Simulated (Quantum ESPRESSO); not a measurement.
# FeNi3: energy against a fixed spin moment

Wanted: E(M) for FeNi3 from a parallel start.

Main program and level: Quantum ESPRESSO 7.5; PBE; plane waves with GBRV 1.5 PBE potentials, no spin-orbit coupling.

### Step 1. The structure

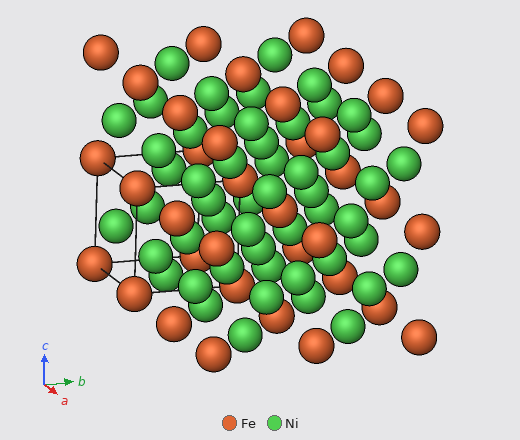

Start, viewed slightly off an axis; iron orange, nickel green. 3×2×2 cells are drawn. Some periodic images of atoms are drawn too.

The lattice constants were typed from memory of published values and not checked against a source.

### Step 2. No moment imposed

Contents of pw.in:

```
&CONTROL
  calculation = 'scf'
  prefix = 'pwscf'
  outdir = './tmp'
  pseudo_dir = './pseudo'
  disk_io = 'nowf'
/
&SYSTEM
  ibrav = 0
  celldm(1) = 8
  nat = 4
  ntyp = 2
  ecutwfc = 40
  ecutrho = 280
  nbnd = 48
  occupations = 'smearing'
  smearing = 'fd'
  degauss = 0.00367493
  nspin = 2
  starting_magnetization(1) = 0.175
  starting_magnetization(2) = 0.0556
/
&ELECTRONS
  conv_thr = 8d-09
  electron_maxstep = 150
  mixing_beta = 0.3
/
ATOMIC_SPECIES
Fe     55.8450 fe_pbe_v1.5.uspp.F.UPF
Ni     58.6934 ni_pbe_v1.4.uspp.F.UPF
CELL_PARAMETERS alat
   0.8392746150994    0.0000000000000    0.0000000000000
   0.0000000000000    0.8392746150994    0.0000000000000
   0.0000000000000    0.0000000000000    0.8392746150994
ATOMIC_POSITIONS crystal
Fe      0.0000000000    0.0000000000    0.0000000000
Ni      0.0000000000    0.5000000000    0.5000000000
Ni      0.5000000000    0.0000000000    0.5000000000
Ni      0.5000000000    0.5000000000    0.0000000000
K_POINTS automatic
8 8 8 0 0 0
```

Run with:

```console
$ OMP_NUM_THREADS=1 mpirun -n 4 pw.x -nk 4 -in pw.in > pw.out
```

The program printed:

```text
Program PWSCF v.7.5 starts

     Message from routine setup:
     using ibrav=0 with symmetry is DISCOURAGED, use correct ibrav instead

     K-points division:     npool     =       4
     Subspace diagonalization in iterative solution of the eigenvalue problem:

     G-vector sticks info
     --------------------
     sticks:   dense  smooth     PW     G-vecs:    dense   smooth      PW
     Sum         997     577    185                23847    10395    1863

     Using Slab Decomposition

     bravais-lattice index     =            0
     lattice parameter (alat)  =       8.0000  a.u.
     unit-cell volume          =     302.6790 (a.u.)^3
     number of atoms/cell      =            4
     number of atomic types    =            2
     number of electrons       =        70.00
     number of Kohn-Sham states=           48
     kinetic-energy cutoff     =      40.0000  Ry
     charge density cutoff     =     280.0000  Ry
     scf convergence threshold =      8.0E-09
     mixing beta               =       0.3000
     number of iterations used =            8  plain     mixing
     Exchange-correlation=  SLA  PW   PBX  PBC
                           (   1   4   3   4   0   0   0)

     celldm(1)=   8.000000  celldm(2)=   0.000000  celldm(3)=   0.000000
     celldm(4)=   0.000000  celldm(5)=   0.000000  celldm(6)=   0.000000

     crystal axes: (cart. coord. in units of alat)
               a(1) = (   0.839275   0.000000   0.000000 )
               a(2) = (   0.000000   0.839275   0.000000 )
               a(3) = (   0.000000   0.000000   0.839275 )

     reciprocal axes: (cart. coord. in units 2 pi/alat)
               b(1) = (  1.191505  0.000000  0.000000 )
               b(2) = (  0.000000  1.191505  0.000000 )
               b(3) = (  0.000000  0.000000  1.191505 )

     PseudoPot. # 1 for Fe read from file:
     fe_pbe_v1.5.uspp.F.UPF
     Pseudo is Ultrasoft + core correction, Zval = 16.0
     Generated by new atomic code, or converted to UPF format
     Using radial grid of  861 points,  6 beta functions with:
                l(1) =   0
                l(2) =   0
                l(3) =   1
                l(4) =   1
                l(5) =   2
                l(6) =   2
     Q(r) pseudized with  8 coefficients,  rinner =    1.000   1.000   1.000
                                                       1.000   1.000

     PseudoPot. # 2 for Ni read from file:
     ni_pbe_v1.4.uspp.F.UPF
     Pseudo is Ultrasoft + core correction, Zval = 18.0
     Generated by new atomic code, or converted to UPF format
     Using radial grid of  865 points,  6 beta functions with:
                l(1) =   0
                l(2) =   0
                l(3) =   1
                l(4) =   1
                l(5) =   2
                l(6) =   2
     Q(r) pseudized with 10 coefficients,  rinner =    0.980   0.980   0.980
                                                       0.980   0.980

     atomic species   valence    mass     pseudopotential
     Fe               16.00    55.84500     Fe( 1.00)
     Ni               18.00    58.69340     Ni( 1.00)

     Starting magnetic structure
     atomic species   magnetization
     Fe              0.175
     Ni              0.056

     48 Sym. Ops., with inversion, found

   Cartesian axes

     site n.     atom                  positions (alat units)
         1        Fe     tau(   1) = (   0.0000000   0.0000000   0.0000000  )
         2        Ni     tau(   2) = (   0.0000000   0.4196373   0.4196373  )
         3        Ni     tau(   3) = (   0.4196373   0.0000000   0.4196373  )
         4        Ni     tau(   4) = (   0.4196373   0.4196373   0.0000000  )

     number of k points=    35  Fermi-Dirac smearing, width (Ry)=  0.0037
                       cart. coord. in units 2pi/alat
        k(    1) = (   0.0000000   0.0000000   0.0000000), wk =   0.0019531
        k(    2) = (   0.0000000   0.0000000   0.1489381), wk =   0.0117188
        k(    3) = (   0.0000000   0.0000000   0.2978763), wk =   0.0117188
        k(    4) = (   0.0000000   0.0000000   0.4468144), wk =   0.0117188
        k(    5) = (   0.0000000   0.0000000  -0.5957526), wk =   0.0058594
        [... 30 further k-points ...]

     Dense  grid:    23847 G-vectors     FFT dimensions: (  36,  36,  36)

     Smooth grid:    10395 G-vectors     FFT dimensions: (  27,  27,  27)

     Check: negative core charge=   -0.000036
     Generating pointlists ...
     new r_m :   0.2448 (alat units)  1.9584 (a.u.) for type    1
     new r_m :   0.2448 (alat units)  1.9584 (a.u.) for type    2

     Initial potential from superposition of free atoms

     starting charge      63.0000, renormalised to      70.0000
     Starting wfcs are   52 randomized atomic wfcs

     Self-consistent Calculation

     iteration #  1     ecut=    40.00 Ry     beta= 0.30
     Davidson diagonalization with overlap
     ethr =  1.00E-02,  avg # of iterations =  4.1

     total energy              =   -1253.59111303 Ry
     estimated scf accuracy    <     108.17131929 Ry

     total magnetization       =     1.53 Bohr mag/cell
     absolute magnetization    =     1.54 Bohr mag/cell

     iteration #  2     ecut=    40.00 Ry     beta= 0.30
     Davidson diagonalization with overlap
     ethr =  1.00E-02,  avg # of iterations =  3.1

     total energy              =   -1275.34911515 Ry
     estimated scf accuracy    <      54.91510193 Ry

     total magnetization       =     0.15 Bohr mag/cell
     absolute magnetization    =     0.23 Bohr mag/cell

     iteration #  3     ecut=    40.00 Ry     beta= 0.30
     Davidson diagonalization with overlap
     ethr =  1.00E-02,  avg # of iterations =  3.0

     total energy              =   -1278.95268122 Ry
     estimated scf accuracy    <       6.37961377 Ry

     total magnetization       =     3.89 Bohr mag/cell
     absolute magnetization    =     4.08 Bohr mag/cell

     [... further iterations left out ...]

     iteration # 21     ecut=    40.00 Ry     beta= 0.30
     Davidson diagonalization with overlap
     ethr =  1.14E-08,  avg # of iterations =  1.7

     total energy              =   -1280.20874604 Ry
     estimated scf accuracy    <       0.00000443 Ry

     total magnetization       =     4.98 Bohr mag/cell
     absolute magnetization    =     5.51 Bohr mag/cell

     iteration # 22     ecut=    40.00 Ry     beta= 0.30
     Davidson diagonalization with overlap
     ethr =  6.33E-09,  avg # of iterations =  1.1

     total energy              =   -1280.20874643 Ry
     estimated scf accuracy    <       0.00000011 Ry

     total magnetization       =     4.98 Bohr mag/cell
     absolute magnetization    =     5.51 Bohr mag/cell

     iteration # 23     ecut=    40.00 Ry     beta= 0.30
     Davidson diagonalization with overlap
     ethr =  1.64E-10,  avg # of iterations =  1.4

     total energy              =   -1280.20874646 Ry
     estimated scf accuracy    <          1.0E-08 Ry

     total magnetization       =     4.98 Bohr mag/cell
     absolute magnetization    =     5.51 Bohr mag/cell

     iteration # 24     ecut=    40.00 Ry     beta= 0.30
     Davidson diagonalization with overlap
     ethr =  1.43E-11,  avg # of iterations =  1.7

     Magnetic moment per site  (integrated on atomic sphere of radius R)
     atom   1 (R=0.245)  charge= 14.4033  magn=  2.9687
     atom   2 (R=0.245)  charge= 16.7673  magn=  0.7259
     atom   3 (R=0.245)  charge= 16.7673  magn=  0.7259
     atom   4 (R=0.245)  charge= 16.7673  magn=  0.7259

     End of self-consistent calculation

     [... lines left out ...]
     the Fermi energy is    17.8173 ev

!    total energy              =   -1280.20874647 Ry
     estimated scf accuracy    <          2.0E-09 Ry
     smearing contrib. (-TS)   =      -0.00193586 Ry
     internal energy E=F+TS    =   -1280.20681061 Ry

     The total energy is F=E-TS. E is the sum of the following terms:
     one-electron contribution =    -700.47590139 Ry
     hartree contribution      =     393.70718360 Ry
     xc contribution           =    -135.92611112 Ry
     ewald contribution        =    -837.51198170 Ry

     total magnetization       =     4.98 Bohr mag/cell
     absolute magnetization    =     5.51 Bohr mag/cell

     convergence has been achieved in  24 iterations

=------------------------------------------------------------------------------=
   JOB DONE.
=------------------------------------------------------------------------------=
```

Elapsed: 36 s, on 4 MPI ranks of Arm Neoverse V2, shared host; peak memory 0.38 GiB; 2.4 min of CPU time.

Spin moment in the atom's sphere by atom:

```csv
atom,spin moment in the atom's sphere (μB)
Fe1,2.97
Ni2,0.73
Ni3,0.73
Ni4,0.73
```

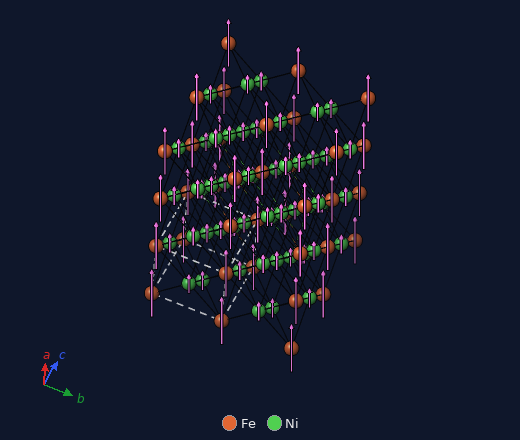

Spin moment in the atom's sphere as arrows, the longest 2.97 μB. Up and down stand for the sign. Arrows give size and sign along the axis of quantisation, drawn up and down the page. Each arrow also spans its atom, so small moments look longer than they are. 3×2×2 cells are drawn. Some periodic images of atoms are drawn too.

This step gave:

```
smearing term TS       : 0.02634 eV
magnetization          : 4.978 μB
absolute magnetization : 5.511 μB
final state            : ferromagnetic
```

### Step 3. Moment fixed at 0 μB

The two spin channels are filled to separate Fermi energies, so that the total moment meets the target. Half of the up one less the down one is the slope dE/dM.

pw.in: that of step 2 with these lines changed.

```diff
@@ -14,3 +14,3 @@
   ecutrho = 280
-  nbnd = 48
+  nbnd = 49
   occupations = 'smearing'
@@ -19,4 +19,5 @@
   nspin = 2
-  starting_magnetization(1) = 0.175
-  starting_magnetization(2) = 0.0556
+  starting_magnetization(1) = 0.0088
+  starting_magnetization(2) = 0.0028
+  tot_magnetization = 0
 /
```

The program printed:

```text
     [... lines left out ...]
Program PWSCF v.7.5 starts
     [... lines left out ...]
     number of atoms/cell      =            4
     [... lines left out ...]
     number of electrons       =        70.00 (up:  35.00, down:  35.00)
     number of Kohn-Sham states=           49
     kinetic-energy cutoff     =      40.0000  Ry
     charge density cutoff     =     280.0000  Ry
     scf convergence threshold =      8.0E-09
     [... lines left out ...]
     48 Sym. Ops., with inversion, found
     [... lines left out ...]
     number of k points=    35  Fermi-Dirac smearing, width (Ry)=  0.0037
     [... lines left out ...]
     iteration # 25     ecut=    40.00 Ry     beta= 0.30
     [... lines left out ...]
     Magnetic moment per site  (integrated on atomic sphere of radius R)
     atom   1 (R=0.245)  charge= 14.4836  magn= -0.0002
     atom   2 (R=0.245)  charge= 16.7491  magn=  0.0001
     atom   3 (R=0.245)  charge= 16.7491  magn=  0.0001
     atom   4 (R=0.245)  charge= 16.7491  magn=  0.0001
     [... lines left out ...]
     the spin up/dw Fermi energies are    17.4881   17.4881 ev
!    total energy              =   -1280.12310752 Ry
     estimated scf accuracy    <          1.3E-09 Ry
     smearing contrib. (-TS)   =      -0.00624995 Ry
     [... lines left out ...]
     total magnetization       =    -0.00 Bohr mag/cell
     absolute magnetization    =     0.00 Bohr mag/cell
     convergence has been achieved in  25 iterations
```

Wall time 40 s (4 MPI ranks); peak memory 0.38 GiB.

Read from the output:

```yaml
magnetization: 0 μB
absolute_magnetization: 0 μB
half_the_difference_of_the_two_fermi_energies: 0 meV
largest_moment: 0 μB
```

### Step 4. Moment fixed at 0.82 μB

pw.in: that of step 3 with these lines changed.

```diff
@@ -19,5 +19,5 @@
   nspin = 2
-  starting_magnetization(1) = 0.0088
-  starting_magnetization(2) = 0.0028
-  tot_magnetization = 0
+  starting_magnetization(1) = 0.0247
+  starting_magnetization(2) = 0.0079
+  tot_magnetization = 0.82
 /
```

The program printed:

```text
     [... lines left out ...]
Program PWSCF v.7.5 starts
     [... lines left out ...]
     number of atoms/cell      =            4
     [... lines left out ...]
     number of electrons       =        70.00 (up:  35.41, down:  34.59)
     number of Kohn-Sham states=           49
     kinetic-energy cutoff     =      40.0000  Ry
     charge density cutoff     =     280.0000  Ry
     scf convergence threshold =      8.0E-09
     [... lines left out ...]
     48 Sym. Ops., with inversion, found
     [... lines left out ...]
     number of k points=    35  Fermi-Dirac smearing, width (Ry)=  0.0037
     [... lines left out ...]
     iteration # 28     ecut=    40.00 Ry     beta= 0.30
     [... lines left out ...]
     Magnetic moment per site  (integrated on atomic sphere of radius R)
     atom   1 (R=0.245)  charge= 14.4665  magn=  1.5539
     atom   2 (R=0.245)  charge= 16.7533  magn= -0.2435
     atom   3 (R=0.245)  charge= 16.7533  magn= -0.2435
     atom   4 (R=0.245)  charge= 16.7533  magn= -0.2435
     [... lines left out ...]
     the spin up/dw Fermi energies are    17.4275   17.8347 ev
!    total energy              =   -1280.13369074 Ry
     estimated scf accuracy    <          6.1E-09 Ry
     smearing contrib. (-TS)   =      -0.00671420 Ry
     [... lines left out ...]
     total magnetization       =     0.82 Bohr mag/cell
     absolute magnetization    =     2.39 Bohr mag/cell
     convergence has been achieved in  28 iterations
```

Wall time 45 s (4 MPI ranks); peak memory 0.38 GiB; 3 min of CPU time.

Spin moment in the atom's sphere by atom:

```csv
atom,spin moment in the atom's sphere (μB)
Fe1,1.55
Ni2,-0.24
Ni3,-0.24
Ni4,-0.24
```

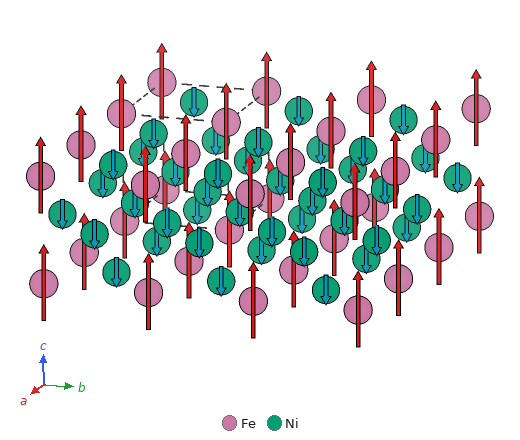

Spin moment in the atom's sphere as arrows, the longest 1.55 μB. Up and down stand for the sign. Arrows give size and sign along the axis of quantisation, drawn up and down the page. Each arrow also spans its atom, so small moments look longer than they are. The two directions have two colours. 3×3×1 cells are drawn. Some periodic images of atoms are drawn too.

Numbers from this step:

```yaml
magnetization: 0.82 μB
absolute_magnetization: 2.388 μB
half_the_difference_of_the_two_fermi_energies: -203.6 meV
```

### Step 5. Moment fixed at 1.64 μB

pw.in: that of step 4 with these lines changed.

```diff
@@ -14,3 +14,3 @@
   ecutrho = 280
-  nbnd = 49
+  nbnd = 50
   occupations = 'smearing'
@@ -19,5 +19,5 @@
   nspin = 2
-  starting_magnetization(1) = 0.0247
-  starting_magnetization(2) = 0.0079
-  tot_magnetization = 0.82
+  starting_magnetization(1) = 0.0495
+  starting_magnetization(2) = 0.0157
+  tot_magnetization = 1.64
 /
```

The program printed:

```text
     [... lines left out ...]
Program PWSCF v.7.5 starts
     [... lines left out ...]
     number of atoms/cell      =            4
     [... lines left out ...]
     number of electrons       =        70.00 (up:  35.82, down:  34.18)
     number of Kohn-Sham states=           50
     kinetic-energy cutoff     =      40.0000  Ry
     charge density cutoff     =     280.0000  Ry
     scf convergence threshold =      8.0E-09
     [... lines left out ...]
     48 Sym. Ops., with inversion, found
     [... lines left out ...]
     number of k points=    35  Fermi-Dirac smearing, width (Ry)=  0.0037
     [... lines left out ...]
     iteration # 21     ecut=    40.00 Ry     beta= 0.30
     [... lines left out ...]
     Magnetic moment per site  (integrated on atomic sphere of radius R)
     atom   1 (R=0.245)  charge= 14.4514  magn=  2.1317
     atom   2 (R=0.245)  charge= 16.7590  magn= -0.1509
     atom   3 (R=0.245)  charge= 16.7590  magn= -0.1509
     atom   4 (R=0.245)  charge= 16.7590  magn= -0.1509
     [... lines left out ...]
     the spin up/dw Fermi energies are    17.3958   17.9351 ev
!    total energy              =   -1280.14806184 Ry
     estimated scf accuracy    <          6.9E-09 Ry
     smearing contrib. (-TS)   =      -0.00721975 Ry
     [... lines left out ...]
     total magnetization       =     1.64 Bohr mag/cell
     absolute magnetization    =     2.76 Bohr mag/cell
     convergence has been achieved in  21 iterations
```

Run time: 34 s. Hardware: 4 MPI ranks; peak memory 0.38 GiB.

Numbers from this step:

```
magnetization                                 : 1.64 μB
absolute magnetization                        : 2.759 μB
half the difference of the two Fermi energies : -269.6 meV
largest moment                                : 2.132 μB
```

### Step 6. All moments

The runs not shown differ in the target, the start and the number of states alone. The point at 4.98 μB is the free run, entered with slope zero.

The energy over the lowest by total spin moment:

```csv
total spin moment (μB a cell),energy over the lowest (meV a cell)
0.00,1165
0.82,1021
1.64,826
2.46,586
3.28,335
4.10,105
4.92,0.455
4.98,0
5.74,155
6.56,619
7.38,1466
```

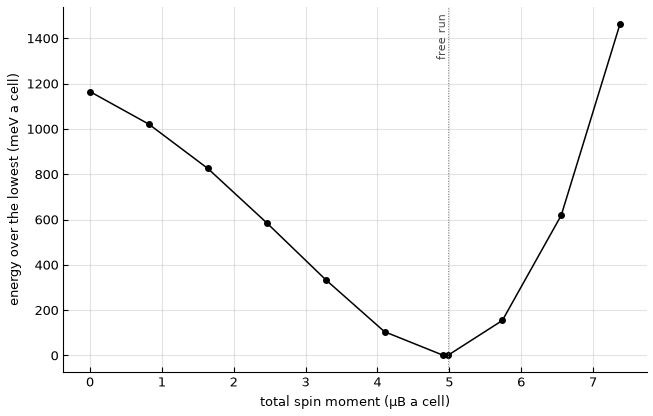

Energy over the lowest, plotted against total spin moment.

dE/dM against total spin moment:

```csv
total spin moment (μB a cell),dE/dM (meV/μB)
0.00,0.0412
0.82,-204
1.64,-270
2.46,-308
3.28,-296
4.10,-257
4.92,-15.0
4.98,0
5.74,392
6.56,825
7.38,1264
```

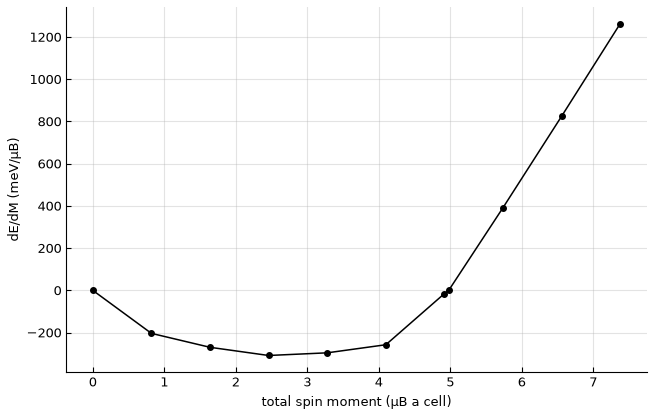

dE/dM against total spin moment.

The largest site moment by total spin moment:

```csv
total spin moment (μB a cell),largest site moment (μB)
0.00,2.2e-4
0.82,1.55
1.64,2.13
2.46,2.57
3.28,2.80
4.10,2.86
4.92,2.96
4.98,2.97
5.74,3.08
6.56,3.22
7.38,3.37
```

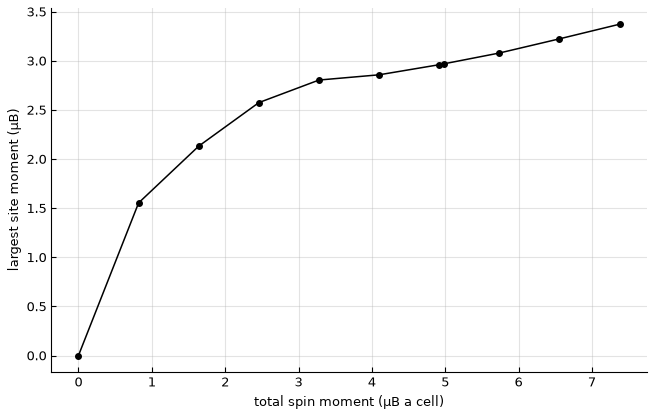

Largest site moment, plotted against total spin moment.

### Step 7. What came out

- moment of the free run: 4.98 μB a cell
- energy at zero total moment: 1165 meV a cell over the lowest

**Reading.** At zero total moment the site moments vanish, so the 1165 meV a cell is the energy of forming them. The points show one minimum alone. All runs start parallel; opposed orders may lie lower.

[Logs and program files are shortened in this print: banners, set-up blocks, solver, clock and traceback lines can be left out without a mark of their own.]

[Logs are printed without paths, hosts, clocks, repeated set-up lines and the standing remarks that a program may print on its own settings, such as how far it seeks lower states.]

[Hosts, paths, dates, database ids (printed as entryN), source tags and the programs' standing remarks are cut or masked in the printed files.]

[Where a cell is said to come from a database of computed structures, the database is the Materials Project.]
